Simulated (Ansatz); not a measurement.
# PHF2 (difluorophosphine): HSE06/STO-3G

What is the vertical ionisation energy of PHF2 (difluorophosphine) at HSE06/STO-3G? 

Program for the calculation: Ansatz 0.2.0.

65 further runs of the same task are left out: 6 that didn't finish, 59 set aside as unsound or not needed.

### Step 1. Starting point

PHF2: 4 atoms, total charge 0, spin state singlet. As SMILES, `FPF`. The coordinates come from a GFN2-xTB relaxation.

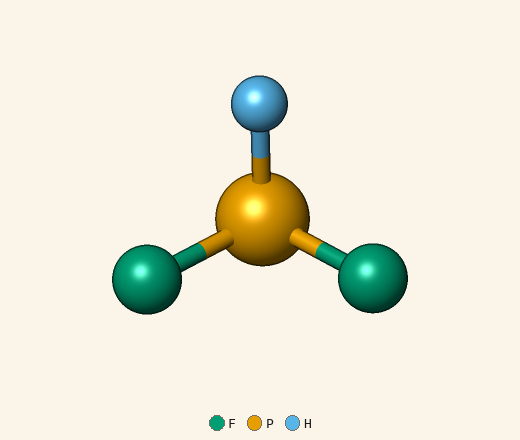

The structure, seen from a chosen angle (fluorine teal, phosphorus amber, hydrogen blue).

### Step 2. The energy at HSE06/STO-3G

run.yaml

```yaml
crystal:
  periodic: [false, false, false]
  atoms:
    - {symbol: F, position_ang: [1.200700, 0.603880, -0.244050]}
    - {symbol: P, position_ang: [-0.020800, -0.433020, -0.460000]}
    - {symbol: F, position_ang: [-1.177160, 0.665480, -0.195640]}
    - {symbol: H, position_ang: [-0.002740, -0.836340, 0.899690]}
basis:
  gaussian: {orbitals: STO-3G}
hamiltonian: {xc: {name: HSE06}}
accuracy: high
```

Command:

```sh
$ ansatz run run.yaml --threads 1 --pin off --max-ram 2610MiB --events-out events.jsonl --progress --plain --runs-dir runs
```

What it wrote:

```text
Warning: RAYON_NUM_THREADS=1 ignored (pool sized by the plan → 1); use --threads N
Functional definition: HSE06
  name "HSE06"
  parameter a = 0.25
  parameter omega = 0.11/bohr
  exchange = pbe_x - a*pbe_x_sr(omega) + a*exact_x_sr(omega)
  correlation = pbe_c
361 factors; integrals over basis functions are off by at most 2.7e-8 eV
46 factors; integrals over basis functions are off by at most 1.6e-9 eV
mean field evaluation 1: about -14543.8746 eV, gradient 2.2e1 eV
mean field evaluation 2: about -14543.5699 eV, gradient 2.5e1 eV
mean field evaluation 4: about -14545.7183 eV, gradient 2.5e-1 eV
mean field evaluation 8: about -14545.7296 eV, gradient 1.4e-3 eV
mean field -14545.72957684 eV, -534.5457024991 hartree, gradient 3.3e-8 eV, S^2 0.000000; 0 other end points of the search recorded, 0 dependent functions left out
reference -14545.72957801 eV, -534.5457025422 hartree; 17, 17 occupied and 3, 3 virtual orbitals, 361 factors
Total energy: -14545.72957801 eV, -534.5457025422 hartree
```

Wall time 1.3 s (1 thread of Arm Neoverse V1, shared host); peak memory 0.091 GiB.

### Step 3. The doublet cation

in.yaml

```yaml
crystal:
  periodic: [false, false, false]
  atoms:
    - {symbol: F, position_ang: [1.200700, 0.603880, -0.244050]}
    - {symbol: P, position_ang: [-0.020800, -0.433020, -0.460000]}
    - {symbol: F, position_ang: [-1.177160, 0.665480, -0.195640]}
    - {symbol: H, position_ang: [-0.002740, -0.836340, 0.899690]}
basis:
  gaussian: {orbitals: STO-3G}
total_charge: 1
magnetization: {spin_polarized: true, initial_magnetization: 1}
hamiltonian: {xc: hse06}
accuracy: high
```

Command:

```sh
$ ansatz run in.yaml --threads 1 --pin off --max-ram 2610MiB --events-out events.jsonl --progress --plain --runs-dir runs
```

What it wrote:

```text
Warning: RAYON_NUM_THREADS=1 ignored (pool sized by the plan → 1); use --threads N
Functional definition: HSE06
  name "HSE06"
  parameter a = 0.25
  parameter omega = 0.11/bohr
  exchange = pbe_x - a*pbe_x_sr(omega) + a*exact_x_sr(omega)
  correlation = pbe_c
361 factors; integrals over basis functions are off by at most 2.7e-8 eV
46 factors; integrals over basis functions are off by at most 1.6e-9 eV
mean field evaluation 1: about -14530.5308 eV, gradient 2.8e1 eV
mean field evaluation 2: about -14512.6091 eV, gradient 6.0e1 eV
mean field evaluation 4: about -14538.1562 eV, gradient 1.6e0 eV
mean field evaluation 8: about -14538.1841 eV, gradient 1.2e-1 eV
mean field evaluation 16: about -14538.1842 eV, gradient 1.9e-5 eV
mean field -14538.18421787 eV, -534.2684156713 hartree, gradient 3.6e-8 eV, S^2 0.756326; 0 other end points of the search recorded, 0 dependent functions left out
reference -14538.18421908 eV, -534.2684157162 hartree; 17, 16 occupied and 3, 4 virtual orbitals, 361 factors
Total energy: -14538.18421908 eV, -534.2684157162 hartree
```

It took 2.4 s on 1 thread of Arm Neoverse V1, shared host; peak memory 0.12 GiB.

### Step 4. Results

At HSE06/STO-3G:

| quantity | value |
| --- | --- |
| singlet PHF2: total energy | -534.54570 Eh |
| doublet cation: total energy | -534.26842 Eh |
| doublet cation: ⟨S²⟩ | 0.756 |
| vertical ionisation energy (to the doublet cation) | 7.545 eV |

In words: Removing an electron at fixed nuclei costs 7.55 eV (728 kJ/mol). In a minimal basis such a difference can be off by several eV, whatever the method.
